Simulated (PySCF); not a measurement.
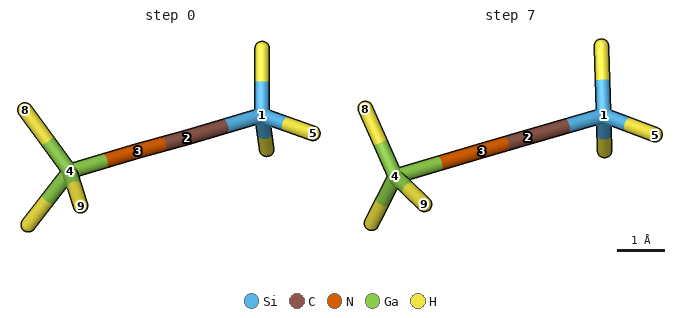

The structure of CH6GaNSi before (left) and after (right) a relaxation, at one scale.

Style: stick. Shown at a tilt.

The start comes from UFF. Its atoms were then displaced at random by about 0.03 Å.

Theory: PBE0-D3(BJ)/def2-SVP geometry optimisation, gas phase (PySCF 2.14.0, density-fitted response routines). 

Q: What changed between the two?

A: The energy falls by 33.6 kcal/mol in 7 geometry steps. The Ga atom moves most after the best rigid fit: 0.35 Å. By element the largest moves are Ga 0.35 Å, H 0.11 Å, N 0.09 Å, Si 0.06 Å, C 0.04 Å. Near-neighbour distances that change, for instance: Ga–N 1.709 → 2.146 Å, Ga–H 1.696 → 1.579 Å, Ga–H 1.651 → 1.579 Å, H–Si 1.417 → 1.485 Å. Among the angles between lasting bonds that change: N–Ga–H 113.5° → 97.4°, N–Ga–H 111.8° → 97.1°, H–Ga–H 104.0° → 118.5°.
